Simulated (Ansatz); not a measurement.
Input file:

```
crystal:
  periodic: [false, false, false]
  atoms:
    - { symbol: Al, position_ang: [0.0, 0.0, 0.0] }
    - { symbol: Cl, position_ang: [0.0, 0.0, 2.23] }
    - { symbol: Cl, position_ang: [1.9312, 0.0, -1.115] }
    - { symbol: H, position_ang: [-1.351, 0.0, -0.78] }
basis:
  gaussian: { orbitals: def2-SVP }
hamiltonian:
  xc: blyp
relax:
  f_tol: 0.02
  max_steps: 40
output:
  orbitals: {}
```

Run with:

```sh
ansatz run input.yaml --threads 1 --pin off --max-ram 2048MiB --backend cpu --events-out ev --progress --plain --runs-dir out
```

The fields are those of the run's last geometry, not of the input's.

Method: RKS BLYP/def2-SVP in Ansatz 0.2.0.

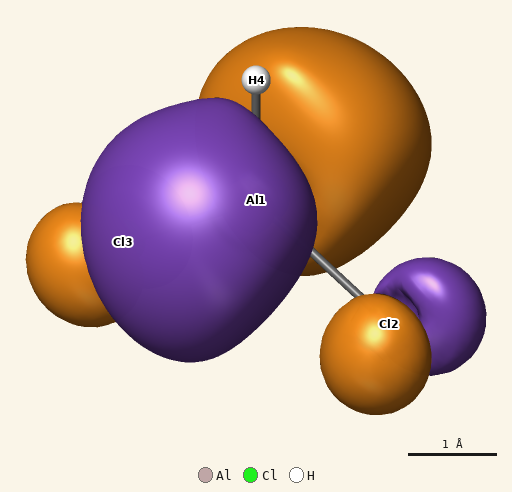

AlCl2H. One frontier orbital at ±0.1 Å⁻³ᐟ² (orange and purple are the two phases), seen at a tilt.

### Which orbital is it: HOMO or LUMO?

The LUMO, at −1.97 eV. By Hirshfeld shares it lies mainly on Al1 (about 70 %), Cl2 (about 10 %) and Cl3 (about 10 %); it changes sign across the molecular plane (π type).
